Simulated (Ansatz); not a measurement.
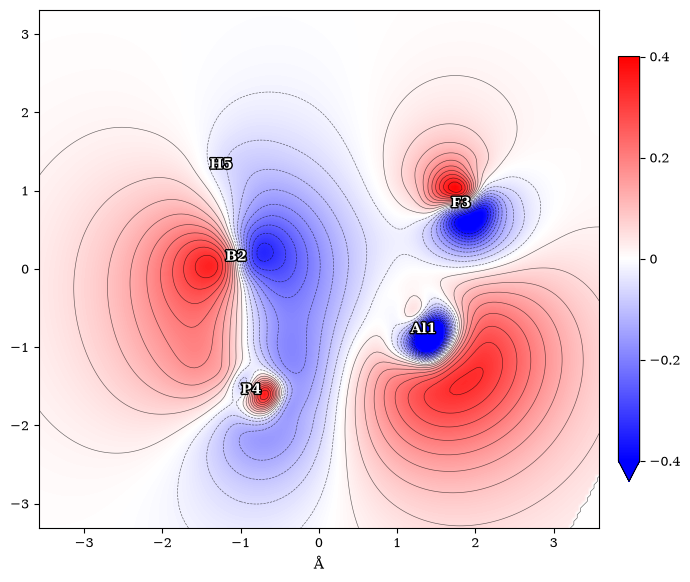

The picture shows: AlBFHP (SMILES B=[P][Al][F]) (doublet). One frontier orbital on the molecular plane (values in Å⁻³ᐟ²; the overall sign is arbitrary).

Geometry: PBE0-D3(BJ)/def2-SVP.

These are results of Ansatz 0.2.0, isolated molecule in a Gaussian basis; Kohn-Sham density functional theory, functional PBE0, not measurements.

Input

```
crystal:
  periodic: [false, false, false]
  atoms:
    - symbol: Al
      position_ang: [-1.055240, -0.254494, -0.278009]
    - symbol: B
      position_ang: [-1.057836, -2.790939, 0.103397]
    - symbol: F
      position_ang: [-0.499456, -0.619621, -1.817070]
    - symbol: P
      position_ang: [-1.561642, -1.792628, 1.399654]
    - symbol: H
      position_ang: [-0.716091, -3.532548, -0.766420]
basis:
  gaussian:
    orbitals: def2-TZVPD
magnetization:
  spin_polarized: true
  initial_magnetization: 1
hamiltonian:
  xc: {name: PBE0}
output: {forces: true, orbitals: {seedname: orbitals}}
```

Run with:

```sh
ansatz run input.yaml --threads 1 --pin off --max-ram 2610MiB --events-out events.jsonl --progress --plain --runs-dir runs
```

> Which orbital is it: HOMO (β) or LUMO (β)?

The LUMO (β), at −3.07 eV. By Hirshfeld shares it lies mainly on Al1 (about 65 %), B2 (about 15 %) and P4 (about 15 %); it is symmetric in the molecular plane (an in-plane orbital: σ, lone-pair or in-plane π type).
